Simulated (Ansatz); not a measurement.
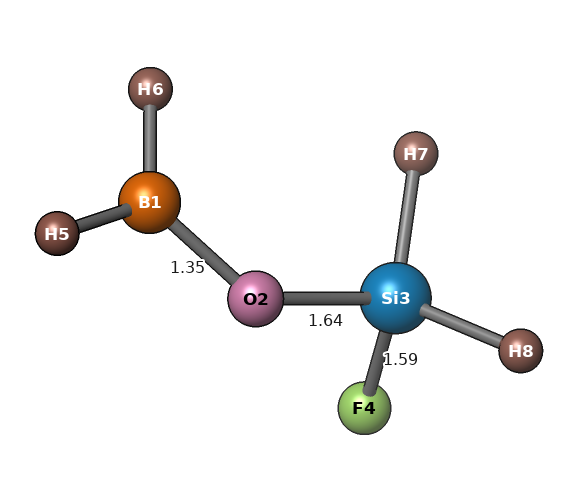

The numbers beside the sticks are distances in Å. Sticks don't show bond order. Computed geometry: PBE0-D4/def2-TZVP optimisation.

**Which of the marked bonds are single, double, triple or aromatic?**

B1–O2 single; O2–Si3 single; Si3–F4 single.

**Write the SMILES.**

BO[SiH2]F
